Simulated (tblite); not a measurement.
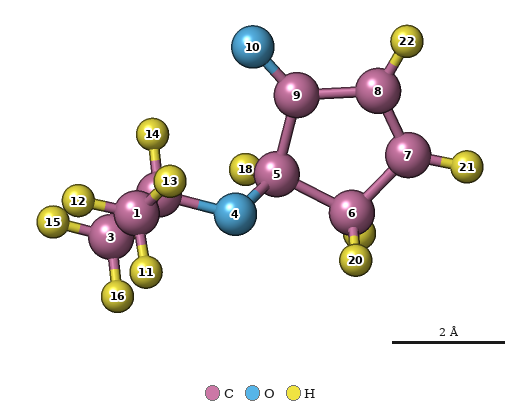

Fig. 1: The structure (ball-and-stick view, seen at a tilt; atoms are numbered from 1 in the order of the input). Bond lengths as drawn: C–C 1.33 to 1.54 Å, C–H 1.08 to 1.10 Å and C–O 1.21 to 1.43 Å.

# Frequency calculation, with input and output: C8H12O2

System: C8H12O2.
Method: GFN2-xTB harmonic vibrations, gas phase (tblite 0.8.0).

It belongs to a series of runs on one base structure; here: H on C replaced by OiPr.

### What the program printed
```
mode    cm-1     km/mol
  1      32.7      2.56
  2      38.7      0.74
  3      81.2      6.10
  4     159.7      2.01
  5     170.9      0.02
  6     197.0      0.92
  7     233.9      1.53
  8     298.9      2.35
  9     310.3      0.24
 10     384.7      3.09
 11     426.4      5.42
 12     462.6      7.61
 13     488.6      8.84
 14     616.4      3.76
 15     673.2      4.02
 16     735.9      3.02
 17     783.3     32.72
 18     821.3      2.11
 19     875.5      4.26
 20     894.4      1.47
 21     924.5      4.37
 22     937.1      1.64
 23     961.2      8.98
 24     972.4      9.41
 25    1004.8     15.21
 26    1047.1     27.11
 27    1081.3     27.77
 28    1097.8      2.79
 29    1126.4    120.75
 30    1139.5     19.28
 31    1141.7      4.52
 32    1163.9     53.47
 33    1185.3     30.52
 34    1198.6      1.98
 35    1254.3      9.15
 36    1283.5      3.73
 37    1295.4     18.01
 38    1310.2     12.40
 39    1328.5      9.03
 40    1392.6     10.67
 41    1404.5      7.77
 42    1430.3     24.24
 43    1475.5      1.56
 44    1487.8      0.55
 45    1490.1      1.90
 46    1499.5      3.48
 47    1637.8     92.42
 48    1767.1    345.67
 49    2848.8     37.82
 50    2916.6     22.63
 51    2971.5     13.22
 52    2989.7     10.14
 53    3028.7     33.99
 54    3039.5      8.72
 55    3044.5     10.55
 56    3045.8     34.51
 57    3049.6     39.46
 58    3051.3     40.48
 59    3103.6     18.20
 60    3135.7     17.41
```

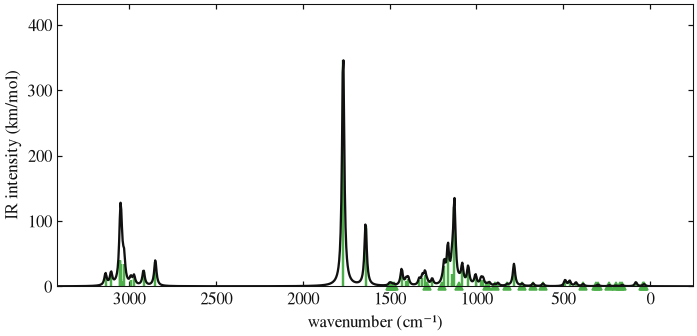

Fig. 2: Harmonic infrared spectrum, unscaled: sticks (degenerate modes added up, dark ones marked on the axis) with a Lorentzian envelope of 16 cm⁻¹ full width, scaled to the tallest stick. 60 modes from 33 to 3136 cm⁻¹, none imaginary. The strongest line is at 1767 cm⁻¹ (346 km/mol).

The run was set up as follows.

### Input file
```
{"job": {"kind": "ir", "xc": "GFN2-xTB", "basis": "xTB"}, "charge": 0, "multiplicity": 1}
C     -2.082491     0.811679    -1.492123
C     -1.464639    -0.116710    -0.451953
C     -2.455403    -0.414905     0.675496
O     -0.308500     0.550157     0.056166
C      0.723524    -0.275013     0.546750
C      1.741594     0.596416     1.294954
C      3.030884     0.367713     0.583076
C      2.918068    -0.466124    -0.450056
C      1.537483    -0.937357    -0.586840
O      1.097083    -1.697484    -1.414894
H     -2.328433     1.765026    -1.031574
H     -2.985410     0.367419    -1.901006
H     -1.375941     0.986666    -2.298683
H     -1.163691    -1.053277    -0.936757
H     -3.336226    -0.907309     0.272966
H     -2.754828     0.513467     1.156314
H     -2.009059    -1.064978     1.425086
H      0.315639    -1.068278     1.191926
H      1.818774     0.343001     2.353372
H      1.436273     1.642313     1.223179
H      3.937000     0.853559     0.906207
H      3.697889    -0.776597    -1.122456
```

The first line tells a small driver script what to run in tblite; the rest is the geometry in Å.

Command:
```bash
OMP_NUM_THREADS=1 python <driver script> task.json out
```

### Results in brief

| quantity | value |
| --- | --- |
| outcome | converged |
| total energy | −853.1356 eV |
| zero-point energy | 114.2940 kcal/mol |
| hardware | 1 CPU thread, shared host |
| wall time | 0.95 s |
| peak memory | 0.18 GiB |
